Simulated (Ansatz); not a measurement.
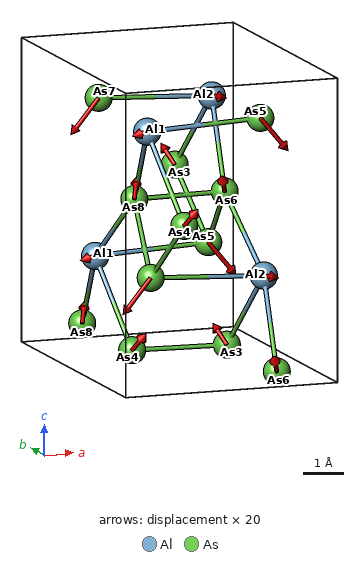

A relaxation of solid AlAs$_{3}$ (a generated structure, set up in Aem2). The starting structure is drawn; red arrows show the displacements (the part carried along by the change of the cell is left out), magnified 20 times.

Style: ball-and-stick. Shown: the conventional cell (2 times the calculation's cell), slightly off an axis. Lengths and directions refer to the drawn axes.

These are results of DFT PBE, scalar-relativistic, plane waves, PAW in Ansatz 0.2.0, not measurements. Settings: plane-wave cutoff 420 eV; k-point mesh 8 × 8 × 8; occupations gaussian; smearing width 0.1 eV; no spin polarisation; cell and atoms relaxed; force threshold 0.01 eV/Å; at most 80 steps.

Atoms of which element are displaced furthest, and by how much?

Arsenic: up to 0.059 Å, against 0.021 Å for aluminium.

What did the optimiser do to the structure, and how much energy did it gain?

After 6 accepted moves (7 points after the start) the energy has fallen by 28.9 meV per cell of the calculation. The largest force component goes from 0.3 to 0.0039 eV/Å. The pressure goes from −0.14 to −0.02 GPa. At 1 point the geometry stayed and the basis and grid were re-selected for the new cell (energy shift of 0.3 meV per cell of the calculation at most each time). The largest moves relative to the cell, 0.059 Å, are those of As5 and As7. As7 goes along [−1 0 −1]. By element the largest moves are As 0.059 Å, Al 0.021 Å. Cell: a 5.638 → 5.690 Å (+0.9 %), b 7.589 → 7.558 Å (−0.4 %), c 7.760 → 7.638 Å (−1.6 %). Volume −1.1 %. Near-neighbour distances that change, for instance: Al1–As5 3.014 → 3.099 Å, As3–As5 2.469 → 2.514 Å, Al1–As5 (another image) 2.631 → 2.595 Å, Al1–As4 2.784 → 2.751 Å. The space group stays Aem2 (No. 39). The run took 16 min on 1 thread of Arm Neoverse V1, on a shared host, peak memory 0.89 GiB.
